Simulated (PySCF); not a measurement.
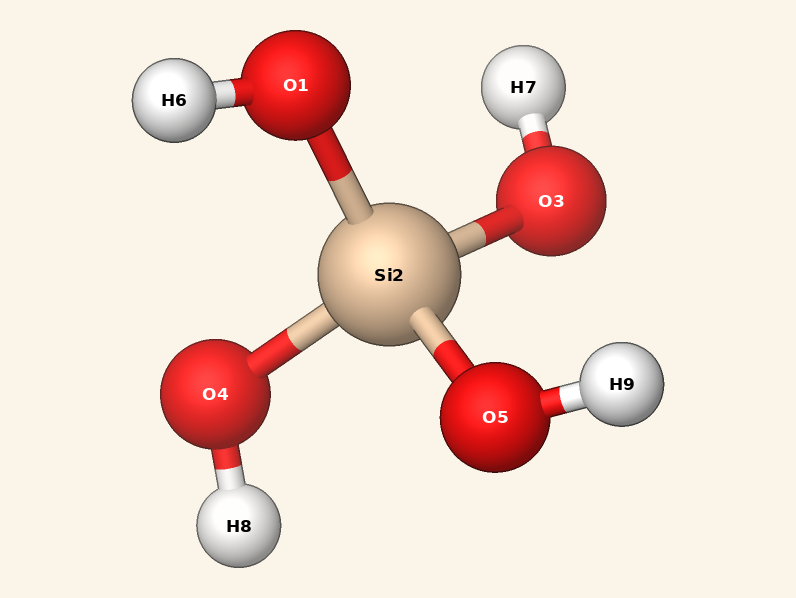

Computed geometry: PBE0-D3(BJ)/def2-TZVP optimisation. No frequency run is at hand to confirm it as a minimum. Method: GIAO ωB97X-D/pcSseg-2 NMR shielding, non-relativistic, gas phase (PySCF 2.14.0), and the same with a continuum solvent (IEF-PCM, Bondi radii x 1.2, gas-phase geometry).

How do dipole (D), HOMO–LUMO gap (eV), σ(H6) (ppm), σ(O1) (ppm), σ(Si2) (ppm) change in chloroform (ε = 4.7)?

```csv
medium,dipole (D),HOMO–LUMO gap (eV),σ(H6) (ppm),σ(O1) (ppm),σ(Si2) (ppm)
gas phase,0.02,12.93,29.72,285.2,407.8
chloroform,0.02,13.14,29.08,287.8,407.7
```
